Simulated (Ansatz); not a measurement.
# GeH3O (SMILES [OH][GeH2]) at UPBE0/STO-3G

Aim: the electronic atomisation energy of GeH3O at UPBE0/STO-3G, from 4 runs. 

The calculation is run with Ansatz 0.2.0.

## 1. The structure to begin with

GeH3O has 5 atoms, charge 0, and is taken as a doublet. SMILES: `[OH][GeH2]`. Geometry: relaxed at PBE0-D4/def2-TZVP. This is one conformer, not always the lowest.

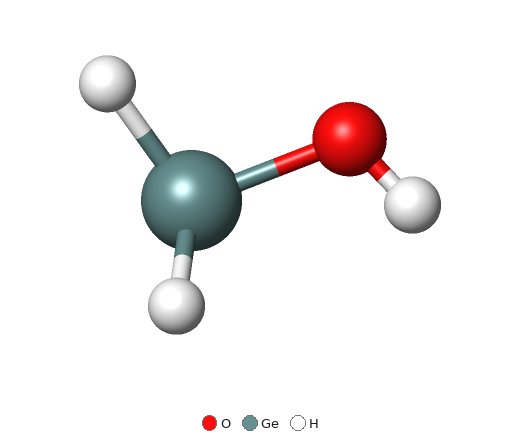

Viewed from a chosen angle; oxygen red, germanium teal, hydrogen white.

## 2. The energy at UPBE0/STO-3G

in.yaml reads:

```yaml
crystal:
  periodic: [false, false, false]
  atoms:
    - symbol: O
      position_ang: [0.355500, -1.075800, 0.460700]
    - symbol: Ge
      position_ang: [-0.520100, 0.416100, 0.017700]
    - symbol: H
      position_ang: [1.097400, -0.907600, 1.046500]
    - symbol: H
      position_ang: [-1.396800, -0.014400, -1.180300]
    - symbol: H
      position_ang: [0.513900, 1.508000, -0.385900]
basis:
  gaussian: {orbitals: STO-3G}
magnetization: {spin_polarized: true, initial_magnetization: 1}
hamiltonian: {xc: pbe0}
accuracy: high
```

Started as:

```bash
$ ansatz run in.yaml --threads 1 --pin off --max-ram 2610MiB --events-out events.jsonl --progress --plain --runs-dir runs
```

Log:

```text
Warning: RAYON_NUM_THREADS=1 ignored (pool sized by the plan → 1); use --threads N
Functional definition: PBE0
  name "PBE0"
  parameter a = 0.25
  parameter kappa = 0.804
  parameter beta = 0.06672455060314922
  exchange = (1 - a)*pbe_x(kappa = kappa, mu = beta*pi^2/3) + a*exact_x
  correlation = pbe_c(beta = beta)
380 factors; integrals over basis functions are off by at most 4.2e-9 eV
mean field evaluation 1: about -57914.2598 eV, gradient 3.4e1 eV
mean field evaluation 2: about -57908.3553 eV, gradient 4.6e1 eV
mean field evaluation 4: about -57924.0971 eV, gradient 2.7e0 eV
mean field evaluation 8: about -57924.1622 eV, gradient 9.7e-2 eV
mean field evaluation 16: about -57924.1624 eV, gradient 2.1e-5 eV
mean field -57924.16237675 eV, -2128.6737049382 hartree, gradient 6.8e-8 eV, S^2 0.751488; 0 other end points of the search recorded, 0 dependent functions left out
reference -57924.16237815 eV, -2128.6737049895 hartree; 22, 21 occupied and 4, 5 virtual orbitals, 380 factors
Total energy: -57924.16237815 eV, -2128.6737049895 hartree
```

Wall time 2.4 s (1 thread of Arm Neoverse V1, shared host); peak memory 0.13 GiB.

## 3. The Ge atom at the same level

in.yaml reads:

```yaml
crystal:
  periodic: [false, false, false]
  atoms:
    - symbol: Ge
      position_ang: [0.000000, 0.000000, 0.000000]
basis:
  gaussian:
    orbitals: STO-3G
hamiltonian:
  xc: pbe0
magnetization:
  spin_polarized: true
  initial_magnetization: 2
accuracy: high
```

Run the same way, it converges to -2052.65026 Eh (log not shown).

## 4. The H atom, same level

run.yaml reads:

```yaml
basis:
  gaussian: {orbitals: STO-3G}
crystal:
  periodic: [false, false, false]
  atoms:
    - symbol: H
      position_ang: [0.000000, 0.000000, 0.000000]
magnetization: {spin_polarized: true, initial_magnetization: 1}
hamiltonian: {xc: pbe0}
accuracy: high
```

Run the same way, it converges to -0.46651 Eh (log not shown).

## 5. The O atom, same level

input.yaml reads:

```yaml
crystal:
  periodic: [false, false, false]
  atoms:
    - symbol: O
      position_ang: [0.000000, 0.000000, 0.000000]
basis:
  gaussian: {orbitals: STO-3G}
magnetization: {spin_polarized: true, initial_magnetization: 2}
hamiltonian: {xc: {name: PBE0}}
accuracy: high
```

Run the same way, it converges to -73.97643 Eh (log not shown).

## 6. Results

At UPBE0/STO-3G:

| quantity | value |
| --- | --- |
| molecule: total energy | -2128.67370 Eh |
| molecule: ⟨S²⟩ | 0.751 |
| Ge atom: total energy | -2052.65026 Eh |
| Ge atom: ⟨S²⟩ | 2.188 |
| H atom: total energy | -0.46651 Eh |
| H atom: ⟨S²⟩ | 0.750 |
| O atom: total energy | -73.97643 Eh |
| O atom: ⟨S²⟩ | 2.000 |
| electronic atomisation energy | 17.619 eV |

**Reading.** Taking the molecule apart into free atoms costs 17.62 eV (1700 kJ/mol), before zero-point energy and without spin-orbit coupling. In a minimal basis such a difference can be off by several eV, whatever the method. ⟨S²⟩ (Ge atom) is 2.19 where a pure triplet has 2.00: the reference is spin-contaminated.
